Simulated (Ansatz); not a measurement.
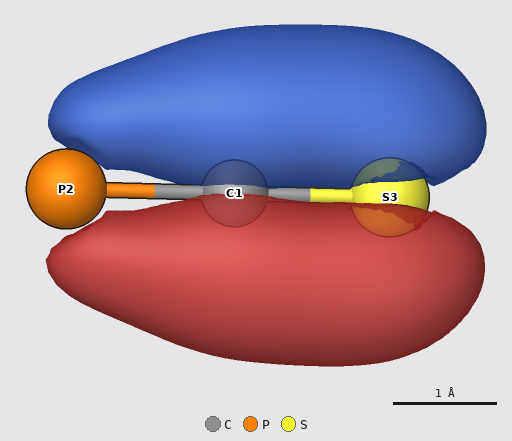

The picture shows: CPS (charge +1, triplet). The HOMO (β) at ±0.1 Å⁻³ᐟ² (blue and red are the two phases), seen from one side.

Geometry: B3LYP-D3(BJ)/def2-SVP; ⟨S²⟩ = 2.06, above the pure value of 2.00.

Theory: isolated molecule in a Gaussian basis; Kohn-Sham density functional theory, functional PBE0 (Ansatz 0.2.0).

Input file:

```
crystal:
  periodic: [false, false, false]
  atoms:
    - {symbol: C, position_ang: [0.000000, 0.000000, -0.042077]}
    - {symbol: P, position_ang: [0.000000, 0.000000, 1.627383]}
    - {symbol: S, position_ang: [0.000000, 0.000000, -1.585306]}
basis:
  gaussian:
    orbitals: def2-TZVPD
magnetization:
  spin_polarized: true
  initial_magnetization: 2
total_charge: 1
output: {forces: true, orbitals: {seedname: orbitals}}
hamiltonian:
  xc: pbe0
```

Command:

```sh
ansatz run input.yaml --threads 1 --pin off --max-ram 2610MiB --events-out events.jsonl --progress --plain --runs-dir runs
```

**Describe this orbital and give its energy.**

By Hirshfeld shares it lies mainly on S3 (about 45 %), C1 (about 45 %) and P2 (about 10 %); π-bonding across S3–C1. It is one of a degenerate set, so its orientation is arbitrary. Its energy is −16.52 eV.
